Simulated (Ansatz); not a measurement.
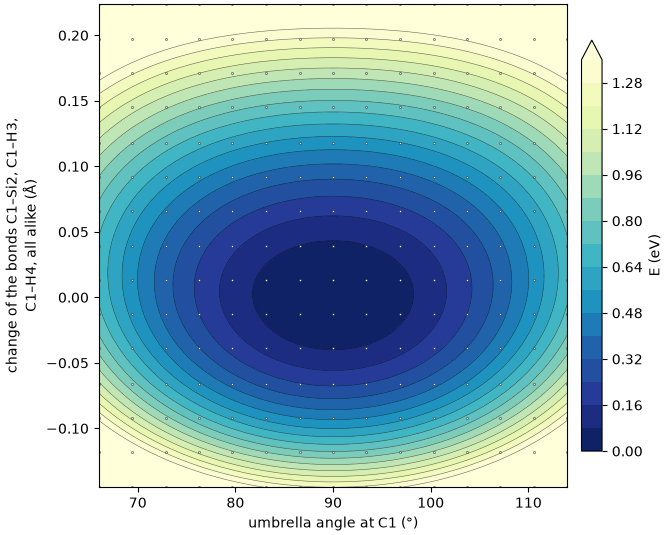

Energy landscape of CH3Si, SMILES C=[SiH-], charge −1. First axis: umbrella angle at C1 (between each of its bonds and their common axis; 90 is planar). Second axis: change of the bonds C1–Si2, C1–H3, C1–H4, all alike. Nothing is relaxed (all other coordinates rigid). The scan uses a 15 × 15 grid; 120 points were computed and 105 follow by symmetry. Points are written as (first, second). All energies are given in eV relative to the relaxed molecule at the same level. Level of theory: RKS B3LYP-D4/def2-TZVPD in Ansatz.

In the figure: filled contours, dots at the grid points, one colour for all values above the top of the scale. Between grid points the surface is interpolated. 

> What does the map say about the system?

The lowest grid point is at (90.0°, 0.013 Å), 0.008 eV from the relaxed molecule at the same level. It is the only kind of minimum in the scanned range. The highest grid point, (66.0°, −0.145 Å), lies 2.23 eV above the lowest. Round the minimum the two coordinates are nearly uncoupled.

Grid values (eV):

| second ↓, first → | 66.0 | 69.4 | 72.9 | 76.3 | 79.7 | 83.1 | 86.6 | 90.0 | 93.4 | 96.9 | 100.3 | 103.7 | 107.1 | 110.6 | 114.0 |
| --- | --- | --- | --- | --- | --- | --- | --- | --- | --- | --- | --- | --- | --- | --- | --- |
| 0.224 | 1.88 | 1.79 | 1.71 | 1.65 | 1.61 | 1.59 | 1.57 | 1.57 | 1.57 | 1.59 | 1.61 | 1.65 | 1.71 | 1.79 | 1.88 |
| 0.197 | 1.63 | 1.52 | 1.44 | 1.37 | 1.33 | 1.29 | 1.27 | 1.27 | 1.27 | 1.29 | 1.33 | 1.37 | 1.44 | 1.52 | 1.63 |
| 0.171 | 1.41 | 1.29 | 1.19 | 1.12 | 1.07 | 1.03 | 1.01 | 1.00 | 1.01 | 1.03 | 1.07 | 1.12 | 1.19 | 1.29 | 1.41 |
| 0.145 | 1.20 | 1.08 | 0.97 | 0.89 | 0.83 | 0.78 | 0.76 | 0.75 | 0.76 | 0.78 | 0.83 | 0.89 | 0.97 | 1.08 | 1.20 |
| 0.118 | 1.02 | 0.88 | 0.76 | 0.67 | 0.61 | 0.56 | 0.53 | 0.52 | 0.53 | 0.56 | 0.61 | 0.67 | 0.76 | 0.88 | 1.02 |
| 0.092 | 0.88 | 0.73 | 0.60 | 0.50 | 0.43 | 0.37 | 0.34 | 0.33 | 0.34 | 0.37 | 0.43 | 0.50 | 0.60 | 0.73 | 0.88 |
| 0.066 | 0.77 | 0.61 | 0.47 | 0.36 | 0.28 | 0.22 | 0.19 | 0.18 | 0.19 | 0.22 | 0.28 | 0.36 | 0.47 | 0.61 | 0.77 |
| 0.039 | 0.71 | 0.53 | 0.38 | 0.27 | 0.18 | 0.12 | 0.08 | 0.07 | 0.08 | 0.12 | 0.18 | 0.27 | 0.38 | 0.53 | 0.71 |
| 0.013 | 0.70 | 0.51 | 0.35 | 0.22 | 0.13 | 0.06 | 0.02 | 0.01 | 0.02 | 0.06 | 0.13 | 0.22 | 0.35 | 0.51 | 0.70 |
| −0.013 | 0.74 | 0.54 | 0.37 | 0.24 | 0.14 | 0.07 | 0.02 | 0.01 | 0.02 | 0.07 | 0.14 | 0.24 | 0.37 | 0.54 | 0.74 |
| −0.039 | 0.86 | 0.64 | 0.46 | 0.32 | 0.21 | 0.14 | 0.09 | 0.08 | 0.09 | 0.14 | 0.21 | 0.32 | 0.46 | 0.64 | 0.86 |
| −0.066 | 1.05 | 0.83 | 0.64 | 0.49 | 0.38 | 0.29 | 0.24 | 0.23 | 0.24 | 0.29 | 0.38 | 0.49 | 0.64 | 0.83 | 1.05 |
| −0.092 | 1.34 | 1.10 | 0.90 | 0.74 | 0.62 | 0.53 | 0.48 | 0.47 | 0.48 | 0.53 | 0.62 | 0.74 | 0.90 | 1.10 | 1.34 |
| −0.118 | 1.72 | 1.47 | 1.26 | 1.10 | 0.97 | 0.88 | 0.82 | 0.80 | 0.82 | 0.88 | 0.97 | 1.10 | 1.26 | 1.47 | 1.72 |
| −0.145 | 2.24 | 1.98 | 1.76 | 1.59 | 1.45 | 1.36 | 1.30 | 1.28 | 1.30 | 1.36 | 1.45 | 1.59 | 1.76 | 1.98 | 2.24 |

Each point was launched as `ansatz run input.yaml --threads 1 --pin off --max-ram 2560MiB --backend cpu --events-out ev --progress --plain --runs-dir out`. The whole map (120 points run) took 4.7 min on 1 thread of Arm Neoverse V1 (shared host).
